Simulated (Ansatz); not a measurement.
```xyz
10

Si   -0.7483    1.0940   -0.2059
Cl   -0.9748   -2.5336   -0.3809
H    -0.5893    0.5706   -1.5701
H    -1.9592    0.6413    0.5025
Cl   -0.8139    3.1395   -0.2535
H     1.5183   -0.6458    0.1882
O     0.6263    0.6284    0.6065
H     0.3074   -2.3478   -0.3193
F     1.9004   -1.4743   -0.0805
H     0.7333    0.9279    1.5128
```

The product side of a reaction path; geometry: PBE0-D4/def2-TZVP.

The calculation used RKS PBE0-D4/def2-TZVPP in Ansatz.

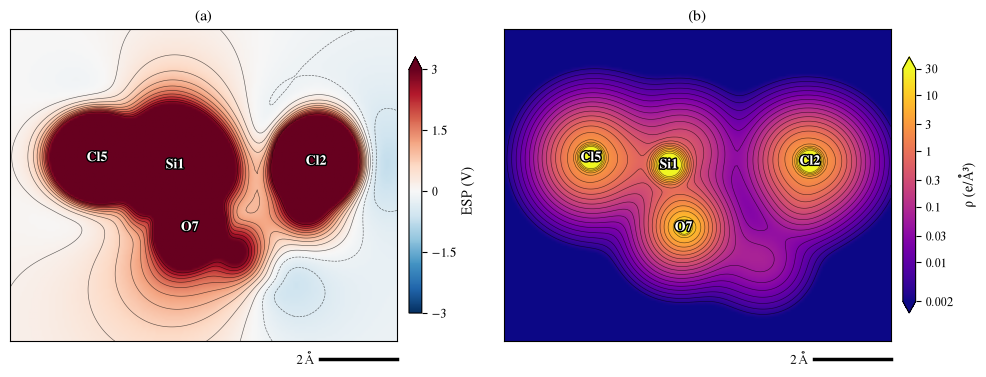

ClH$_{3}$OSi···HCl···HF. (a) molecular electrostatic potential; (b) total electron density on the plane of atoms Cl5, Si1 and O7.

Question: What does the map show?

Answer: Atoms in the plane: Si, Cl and O. Si–O (1.66 Å): ρ at the midpoint is about 1.1 e/Å³. Si–Cl (2.05 Å): ρ is about 0.92 e/Å³ halfway. Outside the dense part of the complex the potential is most negative (−0.7 V) near Cl2.
